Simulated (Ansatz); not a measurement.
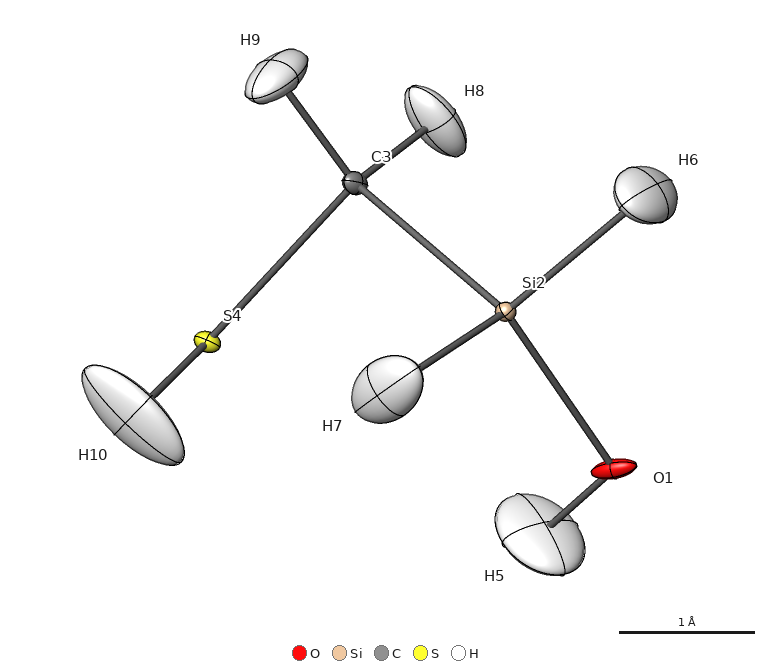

Displacement ellipsoids at the 50 % level, from the internal vibrations of the free molecule (harmonic, no overall translation or rotation; no half-axis is drawn under 0.075 Å). Vibrations computed with RKS PBE0-D4/def2-TZVP (Ansatz 0.2.0). Temperature: 200 K.

Give the displacement parameters, one line for each set of equivalent atoms.

```csv
atom,U_eq (Å²),rms amplitudes (Å)
O1,0.0056,"0.028, 0.049, 0.117"
Si2,0.0013,"0.024, 0.029, 0.050"
C3,0.0035,"0.038, 0.054, 0.079"
S4,0.0019,"0.015, 0.033, 0.066"
H5,0.0401,"0.086, 0.206, 0.266"
H6,0.0262,"0.093, 0.155, 0.214"
H7,0.0286,"0.090, 0.147, 0.237"
H8,0.0229,"0.091, 0.128, 0.210"
H9,0.0226,"0.090, 0.129, 0.207"
H10,0.0445,"0.081, 0.159, 0.319"
```
